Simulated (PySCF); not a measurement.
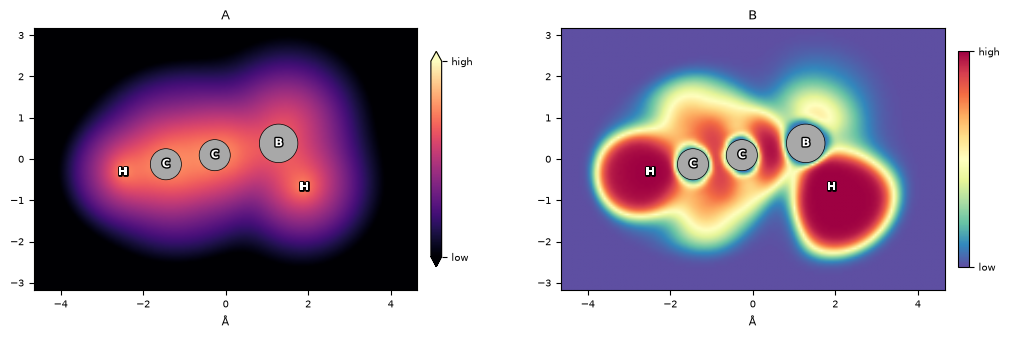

C$_{2}$H$_{4}$B (SMILES [BH3-]C#C) (charge −1): 2 fields on the plane of atoms C2, B1 and H6, with unlabelled colour scales. Grey discs cover the atomic cores.

Geometry: GFN2-xTB.

These are results of PBE0/pcSseg-1, SCF density, gas phase, non-relativistic (PySCF), not measurements.

### Which field does each panel show? The fields are: electron density and electron localisation function.

Panel A: electron density. Panel B: electron localisation function. From the grid: C–C (1.20 Å): ρ at the midpoint is about 2.8 e/Å³; the ELF peaks at about 0.85 between the atoms (a multiple bond). C–B (1.57 Å): the density is about 1.3 e/Å³ at the midpoint; the ELF peaks at about 1 between the atoms: a covalent bond.
